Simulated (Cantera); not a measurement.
A closed system holds: 1 mol SiH₂Cl₂, 0.022 mol Cl₂, 110 mol N₂, equilibrated at 52.0 mbar.

These are equilibrium values from Cantera (NASA tables, ideal gas, pure condensed phases), not measurements of a reactor. Candidate condensed phases: NH₄Cl, Si, Si₃N₄; 28 gas species. N₂ is the only nitrogen source here; it is nearly inert below about 1500 K, so the nitride shown seldom forms there in practice. The tables' values for SiCl₃ are old estimates; treat these amounts as uncertain. Kinetics and transport are ignored.

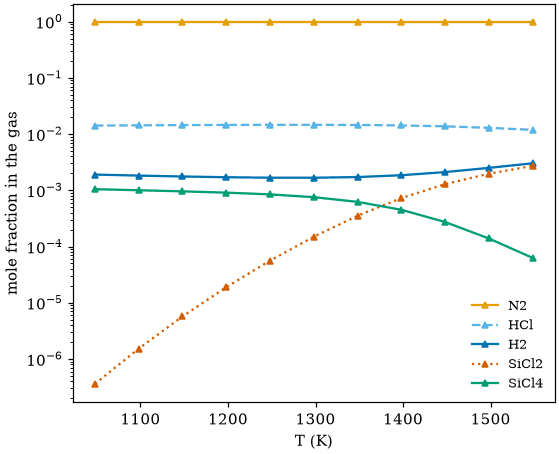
Equilibrium gas composition (values under 1e-9 drawn at 1e-9)

**Question.** Read off the mole fractions at 1048 K.

**Answer.** N₂ about 0.98, HCl about 0.014, H₂ about 0.0019, SiCl₄ about 0.0010, SiCl₂ about 3.6e-7.
